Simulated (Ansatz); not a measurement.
**Nudged elastic band of C₁₈F (part 2 of 3)**

The same run, continued: C₁₈F (slab, 19 atoms in the cell); DFT PBE, scalar-relativistic, plane waves, PAW, spin-polarised (Ansatz 0.2.0); cutoff 420 eV, 2×2×1 k-mesh, Gaussian smearing of 0.05 eV, collinear spins. It belongs to a series of runs on one base structure; here: band between the two ends.

Geometry of the input (Å; fractional positions):
```
7.3980  0.0000  0.0000
-3.6990  6.4069  0.0000
0.0000  0.0000  12.0000
C  -0.0001  -0.0040  0.0781
C  0.2226  0.1077  0.0746
C  0.0003  0.3300  0.0787
C  0.2220  0.4409  0.0792
C  -0.0001  0.6637  0.0781
C  0.2226  0.7746  0.0746
C  0.3336  -0.0033  0.0743
C  0.5557  0.1077  0.0746
C  0.3343  0.3304  0.0780
C  0.5548  0.4391  0.0838
C  0.3343  0.6637  0.0781
C  0.5548  0.7755  0.0839
C  0.6666  -0.0040  0.0781
C  0.8894  0.1083  0.0792
C  0.6666  0.3304  0.0780
C  0.8894  0.4409  0.0792
C  0.6669  0.6633  0.1111
C  0.8912  0.7755  0.0839
F  0.6669  0.6629  0.2422
```

The program's output, continued:
```
NEB image 1
Initial density: handed on by an earlier stage of this run
Initial wavefunctions: those handed on with the density
preconditioner: auto → Resta (q_TF=auto, 1.963 Å⁻¹)  ε∞=1.9  [insulator: Δε(μ)=0.654 eV  Ē_g=14.460 eV  σ=0.050 eV  W_gap=1.00  n_scr=72 (ndim 8)  ℏωp=13.8 eV  f_vac=0.663  D(μ)=0.00/eV (n_scr^D=0)  ε∞_Penn≈1.9  vacuum switching on, ρ_ref=1.5e-2 e/Å³]
spin=Collinear: Resta preconditioning applied to the charge; magnetization (m = ρ↑ − ρ↓) channel mixes plain (no charge-response kernel on spin).
NEB image 2
preconditioner: auto → Resta (q_TF=auto, 1.963 Å⁻¹)  ε∞=1.9  [insulator: Δε(μ)=0.535 eV  Ē_g=14.424 eV  σ=0.050 eV  W_gap=1.00  n_scr=72 (ndim 8)  ℏωp=13.8 eV  f_vac=0.661  D(μ)=0.00/eV (n_scr^D=0)  ε∞_Penn≈1.9  vacuum switching on, ρ_ref=1.5e-2 e/Å³]
spin=Collinear: Resta preconditioning applied to the charge; magnetization (m = ρ↑ − ρ↓) channel mixes plain (no charge-response kernel on spin).
NEB image 3
preconditioner: auto → Resta (q_TF=auto, 1.963 Å⁻¹)  ε∞=1.9  [insulator: Δε(μ)=0.463 eV  Ē_g=14.410 eV  σ=0.050 eV  W_gap=1.00  n_scr=72 (ndim 8)  ℏωp=13.8 eV  f_vac=0.660  D(μ)=0.00/eV (n_scr^D=0)  ε∞_Penn≈1.9  vacuum switching on, ρ_ref=1.5e-2 e/Å³]
spin=Collinear: Resta preconditioning applied to the charge; magnetization (m = ρ↑ − ρ↓) channel mixes plain (no charge-response kernel on spin).
NEB image 4
preconditioner: auto → Resta (q_TF=auto, 1.963 Å⁻¹)  ε∞=1.9  [insulator: Δε(μ)=0.442 eV  Ē_g=14.406 eV  σ=0.050 eV  W_gap=1.00  n_scr=72 (ndim 8)  ℏωp=13.8 eV  f_vac=0.659  D(μ)=0.00/eV (n_scr^D=0)  ε∞_Penn≈1.9  vacuum switching on, ρ_ref=1.5e-2 e/Å³]
spin=Collinear: Resta preconditioning applied to the charge; magnetization (m = ρ↑ − ρ↓) channel mixes plain (no charge-response kernel on spin).
NEB image 5
spin=Collinear: Resta preconditioning applied to the charge; magnetization (m = ρ↑ − ρ↓) channel mixes plain (no charge-response kernel on spin).
NEB image 6
spin=Collinear: Resta preconditioning applied to the charge; magnetization (m = ρ↑ − ρ↓) channel mixes plain (no charge-response kernel on spin).
NEB image 7
spin=Collinear: Resta preconditioning applied to the charge; magnetization (m = ρ↑ − ρ↓) channel mixes plain (no charge-response kernel on spin).
NEB iter   2: max|band force component| = 7.447e-1 eV/Å  barrier→ = 0.3618 eV  barrier← = 0.3618 eV  Δτ_max = 0.1975 Å  (58 SCF iters)
[... from here on the SCF iterations and repeated set-up lines of each step are left out, up to the last step ...]
NEB image 1
NEB image 2
NEB image 3
NEB image 4
NEB image 5
NEB image 6
NEB image 7
NEB iter   3: max|band force component| = 3.973e-1 eV/Å  barrier→ = 0.2967 eV  barrier← = 0.2967 eV  CI = image 5  Δτ_max = 0.2000 Å  (57 SCF iters)
NEB image 1
NEB image 2
NEB image 3
NEB image 4
NEB image 5
NEB image 6
NEB image 7
NEB iter   4: max|band force component| = 1.261e0 eV/Å  barrier→ = 0.2999 eV  barrier← = 0.2999 eV  CI = image 2  Δτ_max = 0.1017 Å  (55 SCF iters)
NEB image 1
NEB image 2
NEB image 3
NEB image 4
NEB image 5
NEB image 6
NEB image 7
NEB iter   5: max|band force component| = 6.216e-1 eV/Å  barrier→ = 0.2842 eV  barrier← = 0.2842 eV  CI = image 2  Δτ_max = 0.2000 Å  (55 SCF iters)
NEB image 1
NEB image 2
NEB image 3
NEB image 4
NEB image 5
NEB image 6
NEB image 7
NEB iter   6: max|band force component| = 8.723e-1 eV/Å  barrier→ = 0.3123 eV  barrier← = 0.3123 eV  CI = image 6  Δτ_max = 0.1001 Å  (54 SCF iters)
NEB image 1
NEB image 2
NEB image 3
NEB image 4
NEB image 5
NEB image 6
NEB image 7
NEB iter   7: max|band force component| = 3.181e-1 eV/Å  barrier→ = 0.2879 eV  barrier← = 0.2879 eV  CI = image 6  Δτ_max = 0.1000 Å  (52 SCF iters)
NEB image 1
NEB image 2
NEB image 3
NEB image 4
NEB image 5
NEB image 6
NEB image 7
NEB iter   8: max|band force component| = 2.755e-1 eV/Å  barrier→ = 0.2858 eV  barrier← = 0.2858 eV  CI = image 6  Δτ_max = 0.0490 Å  (50 SCF iters)
NEB image 1
NEB image 2
NEB image 3
NEB image 4
NEB image 5
NEB image 6
NEB image 7
NEB iter   9: max|band force component| = 1.985e-1 eV/Å  barrier→ = 0.2799 eV  barrier← = 0.2799 eV  CI = image 6  Δτ_max = 0.0191 Å  (46 SCF iters)
  M     (μB):  +0.0000  +0.0000  +0.0000  +0.0000  +0.0000  +0.0000  +0.0000  +0.0000  +0.0000
  M_abs (μB):   0.0000   0.0000   0.0000   0.0000   0.0000   0.0000   0.0000   0.0000   0.0000
NEB image 1
preconditioner: auto → Resta (q_TF=auto, 1.963 Å⁻¹)  ε∞=1.9  [insulator: Δε(μ)=0.643 eV  Ē_g=14.431 eV  σ=0.050 eV  W_gap=1.00  n_scr=72 (ndim 8)  ℏωp=13.8 eV  f_vac=0.663  D(μ)=0.00/eV (n_scr^D=0)  ε∞_Penn≈1.9  vacuum switching on, ρ_ref=1.5e-2 e/Å³]
spin=Collinear: Resta preconditioning applied to the charge; magnetization (m = ρ↑ − ρ↓) channel mixes plain (no charge-response kernel on spin).
NEB image 2
preconditioner: auto → Resta (q_TF=auto, 1.963 Å⁻¹)  ε∞=1.9  [insulator: Δε(μ)=0.464 eV  Ē_g=14.398 eV  σ=0.050 eV  W_gap=1.00  n_scr=72 (ndim 8)  ℏωp=13.8 eV  f_vac=0.661  D(μ)=0.00/eV (n_scr^D=0)  ε∞_Penn≈1.9  vacuum switching on, ρ_ref=1.5e-2 e/Å³]
spin=Collinear: Resta preconditioning applied to the charge; magnetization (m = ρ↑ − ρ↓) channel mixes plain (no charge-response kernel on spin).
NEB image 3
preconditioner: auto → Resta (q_TF=auto, 1.963 Å⁻¹)  ε∞=1.9  [insulator: Δε(μ)=0.618 eV  Ē_g=14.431 eV  σ=0.050 eV  W_gap=1.00  n_scr=72 (ndim 8)  ℏωp=13.8 eV  f_vac=0.663  D(μ)=0.00/eV (n_scr^D=0)  ε∞_Penn≈1.9  vacuum switching on, ρ_ref=1.5e-2 e/Å³]
spin=Collinear: Resta preconditioning applied to the charge; magnetization (m = ρ↑ − ρ↓) channel mixes plain (no charge-response kernel on spin).
NEB image 4
preconditioner: auto → Resta (q_TF=auto, 1.963 Å⁻¹)  ε∞=1.9  [insulator: Δε(μ)=0.667 eV  Ē_g=14.534 eV  σ=0.050 eV  W_gap=1.00  n_scr=72 (ndim 8)  ℏωp=13.8 eV  f_vac=0.665  D(μ)=0.00/eV (n_scr^D=0)  ε∞_Penn≈1.9  vacuum switching on, ρ_ref=1.5e-2 e/Å³]
spin=Collinear: Resta preconditioning applied to the charge; magnetization (m = ρ↑ − ρ↓) channel mixes plain (no charge-response kernel on spin).
NEB image 5
preconditioner: auto → Resta (q_TF=auto, 1.963 Å⁻¹)  ε∞=1.9  [insulator: Δε(μ)=0.618 eV  Ē_g=14.429 eV  σ=0.050 eV  W_gap=1.00  n_scr=72 (ndim 8)  ℏωp=13.8 eV  f_vac=0.663  D(μ)=0.00/eV (n_scr^D=0)  ε∞_Penn≈1.9  vacuum switching on, ρ_ref=1.5e-2 e/Å³]
spin=Collinear: Resta preconditioning applied to the charge; magnetization (m = ρ↑ − ρ↓) channel mixes plain (no charge-response kernel on spin).
NEB image 6
preconditioner: auto → Resta (q_TF=auto, 1.963 Å⁻¹)  ε∞=1.9  [insulator: Δε(μ)=0.486 eV  Ē_g=14.396 eV  σ=0.050 eV  W_gap=1.00  n_scr=72 (ndim 8)  ℏωp=13.8 eV  f_vac=0.661  D(μ)=0.00/eV (n_scr^D=0)  ε∞_Penn≈1.9  vacuum switching on, ρ_ref=1.5e-2 e/Å³]
spin=Collinear: Resta preconditioning applied to the charge; magnetization (m = ρ↑ − ρ↓) channel mixes plain (no charge-response kernel on spin).
NEB image 7
preconditioner: auto → Resta (q_TF=auto, 1.963 Å⁻¹)  ε∞=1.9  [insulator: Δε(μ)=0.645 eV  Ē_g=14.430 eV  σ=0.050 eV  W_gap=1.00  n_scr=72 (ndim 8)  ℏωp=13.8 eV  f_vac=0.663  D(μ)=0.00/eV (n_scr^D=0)  ε∞_Penn≈1.9  vacuum switching on, ρ_ref=1.5e-2 e/Å³]
spin=Collinear: Resta preconditioning applied to the charge; magnetization (m = ρ↑ − ρ↓) channel mixes plain (no charge-response kernel on spin).
NEB iter  10: max|band force component| = 8.260e-2 eV/Å  barrier→ = 0.2789 eV  barrier← = 0.2789 eV  CI = image 6  Δτ_max = 0.0055 Å  (44 SCF iters)
  M     (μB):  +0.0000  +0.0000  +0.0000  +0.0000  +0.0000  +0.0000  +0.0000  +0.0000  +0.0000
  M_abs (μB):   0.0000   0.0000   0.0000   0.0000   0.0000   0.0000   0.0000   0.0000   0.0000
```

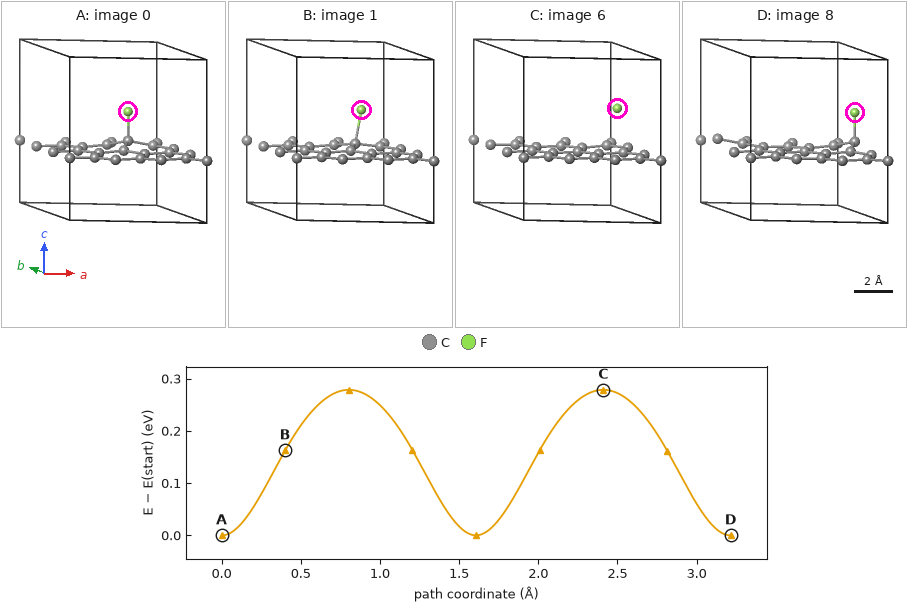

Figure 1. Images of the last band (counted from 0; ball-and-stick, simulation cell, with the vacuum cut short, seen slightly off an axis), with the moving atom and its periodic copies ringed, above the energy along the path; the line is a cubic interpolation that uses the forces. The highest image is number 6, 0.279 eV above the start and 0.279 eV above the end (the climbing image); start and end have the same energy. A further maximum stands at image 2, 0.279 eV from the start, so the path isn't one elementary step. The path is 3.22 Å long, and F19 moves most (2.47 Å). The band converged in 11 iterations.

```
NEB image 1
preconditioner: auto → Resta (q_TF=auto, 1.963 Å⁻¹)  ε∞=1.9  [insulator: Δε(μ)=0.637 eV  Ē_g=14.430 eV  σ=0.050 eV  W_gap=1.00  n_scr=72 (ndim 8)  ℏωp=13.8 eV  f_vac=0.663  D(μ)=0.00/eV (n_scr^D=0)  ε∞_Penn≈1.9  vacuum switching on, ρ_ref=1.5e-2 e/Å³]
spin=Collinear: Resta preconditioning applied to the charge; magnetization (m = ρ↑ − ρ↓) channel mixes plain (no charge-response kernel on spin).
NEB image 2
preconditioner: auto → Resta (q_TF=auto, 1.963 Å⁻¹)  ε∞=1.9  [insulator: Δε(μ)=0.462 eV  Ē_g=14.397 eV  σ=0.050 eV  W_gap=1.00  n_scr=72 (ndim 8)  ℏωp=13.8 eV  f_vac=0.661  D(μ)=0.00/eV (n_scr^D=0)  ε∞_Penn≈1.9  vacuum switching on, ρ_ref=1.5e-2 e/Å³]
spin=Collinear: Resta preconditioning applied to the charge; magnetization (m = ρ↑ − ρ↓) channel mixes plain (no charge-response kernel on spin).
NEB image 3
preconditioner: auto → Resta (q_TF=auto, 1.963 Å⁻¹)  ε∞=1.9  [insulator: Δε(μ)=0.632 eV  Ē_g=14.430 eV  σ=0.050 eV  W_gap=1.00  n_scr=72 (ndim 8)  ℏωp=13.8 eV  f_vac=0.663  D(μ)=0.00/eV (n_scr^D=0)  ε∞_Penn≈1.9  vacuum switching on, ρ_ref=1.5e-2 e/Å³]
spin=Collinear: Resta preconditioning applied to the charge; magnetization (m = ρ↑ − ρ↓) channel mixes plain (no charge-response kernel on spin).
NEB image 4
preconditioner: auto → Resta (q_TF=auto, 1.963 Å⁻¹)  ε∞=1.9  [insulator: Δε(μ)=0.680 eV  Ē_g=14.530 eV  σ=0.050 eV  W_gap=1.00  n_scr=72 (ndim 8)  ℏωp=13.8 eV  f_vac=0.665  D(μ)=0.00/eV (n_scr^D=0)  ε∞_Penn≈1.9  vacuum switching on, ρ_ref=1.5e-2 e/Å³]
spin=Collinear: Resta preconditioning applied to the charge; magnetization (m = ρ↑ − ρ↓) channel mixes plain (no charge-response kernel on spin).
NEB image 5
preconditioner: auto → Resta (q_TF=auto, 1.963 Å⁻¹)  ε∞=1.9  [insulator: Δε(μ)=0.625 eV  Ē_g=14.432 eV  σ=0.050 eV  W_gap=1.00  n_scr=72 (ndim 8)  ℏωp=13.8 eV  f_vac=0.663  D(μ)=0.00/eV (n_scr^D=0)  ε∞_Penn≈1.9  vacuum switching on, ρ_ref=1.5e-2 e/Å³]
spin=Collinear: Resta preconditioning applied to the charge; magnetization (m = ρ↑ − ρ↓) channel mixes plain (no charge-response kernel on spin).
NEB image 6
preconditioner: auto → Resta (q_TF=auto, 1.963 Å⁻¹)  ε∞=1.9  [insulator: Δε(μ)=0.460 eV  Ē_g=14.398 eV  σ=0.050 eV  W_gap=1.00  n_scr=72 (ndim 8)  ℏωp=13.8 eV  f_vac=0.660  D(μ)=0.00/eV (n_scr^D=0)  ε∞_Penn≈1.9  vacuum switching on, ρ_ref=1.5e-2 e/Å³]
spin=Collinear: Resta preconditioning applied to the charge; magnetization (m = ρ↑ − ρ↓) channel mixes plain (no charge-response kernel on spin).
NEB image 7
preconditioner: auto → Resta (q_TF=auto, 1.963 Å⁻¹)  ε∞=1.9  [insulator: Δε(μ)=0.633 eV  Ē_g=14.431 eV  σ=0.050 eV  W_gap=1.00  n_scr=72 (ndim 8)  ℏωp=13.8 eV  f_vac=0.663  D(μ)=0.00/eV (n_scr^D=0)  ε∞_Penn≈1.9  vacuum switching on, ρ_ref=1.5e-2 e/Å³]
spin=Collinear: Resta preconditioning applied to the charge; magnetization (m = ρ↑ − ρ↓) channel mixes plain (no charge-response kernel on spin).
NEB image 1
NSCF: frozen V_eff on 4 k-points
NEB image 2
NSCF: frozen V_eff on 4 k-points
NEB image 3
NSCF: frozen V_eff on 4 k-points
NEB image 4
NSCF: frozen V_eff on 4 k-points
NEB image 5
NSCF: frozen V_eff on 4 k-points
NEB image 7
NSCF: frozen V_eff on 4 k-points
NEB image 6
NSCF: frozen V_eff on 4 k-points
the band table was solved once a step of the walk had ended and its energy, with any forces and stress, was formed, with the checks that follow a solve (1434 applications of the Hamiltonian). They found nothing against the state; the energy, forces and stress were not computed again (output.eigenvalues in the input reference)
NEB image 6, as the band closes
preconditioner: auto → Resta (q_TF=auto, 1.963 Å⁻¹)  ε∞=1.9  [insulator: Δε(μ)=0.462 eV  Ē_g=14.397 eV  σ=0.050 eV  W_gap=1.00  n_scr=72 (ndim 8)  ℏωp=13.8 eV  f_vac=0.660  D(μ)=0.00/eV (n_scr^D=0)  ε∞_Penn≈1.9  vacuum switching on, ρ_ref=1.5e-2 e/Å³]
spin=Collinear: Resta preconditioning applied to the charge; magnetization (m = ρ↑ − ρ↓) channel mixes plain (no charge-response kernel on spin).
NEB point 1 about image 6
preconditioner: auto → Resta (q_TF=auto, 1.963 Å⁻¹)  ε∞=1.9  [insulator: Δε(μ)=0.463 eV  Ē_g=14.399 eV  σ=0.050 eV  W_gap=1.00  n_scr=72 (ndim 8)  ℏωp=13.8 eV  f_vac=0.660  D(μ)=0.00/eV (n_scr^D=0)  ε∞_Penn≈1.9  vacuum switching on, ρ_ref=1.5e-2 e/Å³]
spin=Collinear: Resta preconditioning applied to the charge; magnetization (m = ρ↑ − ρ↓) channel mixes plain (no charge-response kernel on spin).
NEB point 2 about image 6
preconditioner: auto → Resta (q_TF=auto, 1.963 Å⁻¹)  ε∞=1.9  [insulator: Δε(μ)=0.463 eV  Ē_g=14.399 eV  σ=0.050 eV  W_gap=1.00  n_scr=72 (ndim 8)  ℏωp=13.8 eV  f_vac=0.661  D(μ)=0.00/eV (n_scr^D=0)  ε∞_Penn≈1.9  vacuum switching on, ρ_ref=1.5e-2 e/Å³]
spin=Collinear: Resta preconditioning applied to the charge; magnetization (m = ρ↑ − ρ↓) channel mixes plain (no charge-response kernel on spin).
NEB point 3 about image 6
preconditioner: auto → Resta (q_TF=auto, 1.963 Å⁻¹)  ε∞=1.9  [insulator: Δε(μ)=0.427 eV  Ē_g=14.389 eV  σ=0.050 eV  W_gap=1.00  n_scr=72 (ndim 8)  ℏωp=13.8 eV  f_vac=0.661  D(μ)=0.00/eV (n_scr^D=0)  ε∞_Penn≈1.9  vacuum switching on, ρ_ref=1.5e-2 e/Å³]
spin=Collinear: Resta preconditioning applied to the charge; magnetization (m = ρ↑ − ρ↓) channel mixes plain (no charge-response kernel on spin).
NEB point 4 about image 6
preconditioner: auto → Resta (q_TF=auto, 1.963 Å⁻¹)  ε∞=1.9  [insulator: Δε(μ)=0.471 eV  Ē_g=14.396 eV  σ=0.050 eV  W_gap=1.00  n_scr=72 (ndim 8)  ℏωp=13.8 eV  f_vac=0.661  D(μ)=0.00/eV (n_scr^D=0)  ε∞_Penn≈1.9  vacuum switching on, ρ_ref=1.5e-2 e/Å³]
spin=Collinear: Resta preconditioning applied to the charge; magnetization (m = ρ↑ − ρ↓) channel mixes plain (no charge-response kernel on spin).
NEB point 5 about image 6
preconditioner: auto → Resta (q_TF=auto, 1.963 Å⁻¹)  ε∞=1.9  [insulator: Δε(μ)=0.458 eV  Ē_g=14.390 eV  σ=0.050 eV  W_gap=1.00  n_scr=72 (ndim 8)  ℏωp=13.8 eV  f_vac=0.661  D(μ)=0.00/eV (n_scr^D=0)  ε∞_Penn≈1.9  vacuum switching on, ρ_ref=1.5e-2 e/Å³]
spin=Collinear: Resta preconditioning applied to the charge; magnetization (m = ρ↑ − ρ↓) channel mixes plain (no charge-response kernel on spin).
NEB point 6 about image 6
preconditioner: auto → Resta (q_TF=auto, 1.963 Å⁻¹)  ε∞=1.9  [insulator: Δε(μ)=0.439 eV  Ē_g=14.385 eV  σ=0.050 eV  W_gap=1.00  n_scr=72 (ndim 8)  ℏωp=13.8 eV  f_vac=0.660  D(μ)=0.00/eV (n_scr^D=0)  ε∞_Penn≈1.9  vacuum switching on, ρ_ref=1.5e-2 e/Å³]
spin=Collinear: Resta preconditioning applied to the charge; magnetization (m = ρ↑ − ρ↓) channel mixes plain (no charge-response kernel on spin).
NEB point 7 about image 6
preconditioner: auto → Resta (q_TF=auto, 1.963 Å⁻¹)  ε∞=1.9  [insulator: Δε(μ)=0.446 eV  Ē_g=14.382 eV  σ=0.050 eV  W_gap=1.00  n_scr=72 (ndim 8)  ℏωp=13.8 eV  f_vac=0.660  D(μ)=0.00/eV (n_scr^D=0)  ε∞_Penn≈1.9  vacuum switching on, ρ_ref=1.5e-2 e/Å³]
spin=Collinear: Resta preconditioning applied to the charge; magnetization (m = ρ↑ − ρ↓) channel mixes plain (no charge-response kernel on spin).
NEB point 8 about image 6
preconditioner: auto → Resta (q_TF=auto, 1.963 Å⁻¹)  ε∞=1.9  [insulator: Δε(μ)=0.455 eV  Ē_g=14.395 eV  σ=0.050 eV  W_gap=1.00  n_scr=72 (ndim 8)  ℏωp=13.8 eV  f_vac=0.660  D(μ)=0.00/eV (n_scr^D=0)  ε∞_Penn≈1.9  vacuum switching on, ρ_ref=1.5e-2 e/Å³]
spin=Collinear: Resta preconditioning applied to the charge; magnetization (m = ρ↑ − ρ↓) channel mixes plain (no charge-response kernel on spin).
NEB point 9 about image 6
preconditioner: auto → Resta (q_TF=auto, 1.963 Å⁻¹)  ε∞=1.9  [insulator: Δε(μ)=0.467 eV  Ē_g=14.391 eV  σ=0.050 eV  W_gap=1.00  n_scr=72 (ndim 8)  ℏωp=13.8 eV  f_vac=0.660  D(μ)=0.00/eV (n_scr^D=0)  ε∞_Penn≈1.9  vacuum switching on, ρ_ref=1.5e-2 e/Å³]
spin=Collinear: Resta preconditioning applied to the charge; magnetization (m = ρ↑ − ρ↓) channel mixes plain (no charge-response kernel on spin).
NEB point 10 about image 6
preconditioner: auto → Resta (q_TF=auto, 1.963 Å⁻¹)  ε∞=1.9  [insulator: Δε(μ)=0.481 eV  Ē_g=14.395 eV  σ=0.050 eV  W_gap=1.00  n_scr=72 (ndim 8)  ℏωp=13.8 eV  f_vac=0.660  D(μ
[...]
  atom   9  C      0.00099903     0.00043507     0.00018379
  atom  10  C     -0.01029154    -0.00132860    -0.00098499
  atom  11  C      0.00269910    -0.00574467     0.00057482
  atom  12  C      0.00513213    -0.00178503     0.00055138
  atom  13  C     -0.00924917     0.00644600     0.00014866
  atom  14  C      0.00128757    -0.00286738     0.00064859
  atom  15  C     -0.00155447     0.00309573     0.00180506
  atom  16  C     -0.00744087     0.00628467     0.00283549
  atom  17  C      0.00914832     0.00723147    -0.00308806
  atom  18  C      0.01101049    -0.00700257    -0.00182517
  atom  19  F      0.00033040     0.00017081     0.00044408
  max |Σ_I F_I| component: 5.05e-5 eV/Å
--- Band table (eV; the first three rows and the last of 8) ---
  k-point 0 ↑: bands = ["-21.8820", "-21.2675", "-18.8416", "-18.8321", "-18.8295", "-18.8014", "-18.7828", "-18.6781", "-14.4971", "-14.4803", "-14.4778", "-14.4731", "-12.4463", "-12.4415", "-11.5393", "-11.5280", "-11.5261", "-11.5240", "-11.5147", "-11.5141", "-9.3856", "-7.7081", "-7.7040", "-7.7023", "-7.6916", "-7.6910", "-7.6739", "-6.5448", "-6.4617", "-6.4498", "-6.4496", "-6.4445", "-6.4064", "-4.9726", "-4.9270", "-3.2199", "-3.0057", "-2.9810", "-1.8067", "-1.7977", "-1.5516", "-1.2230", "2.0507", "3.0559", "3.0807", "3.1076", "3.1187", "3.2035", "3.2726", "3.5463", "4.2970", "5.4476", "5.4622", "5.4740", "5.6004", "5.6161", "5.7299", "5.8535", "5.8562"]
```
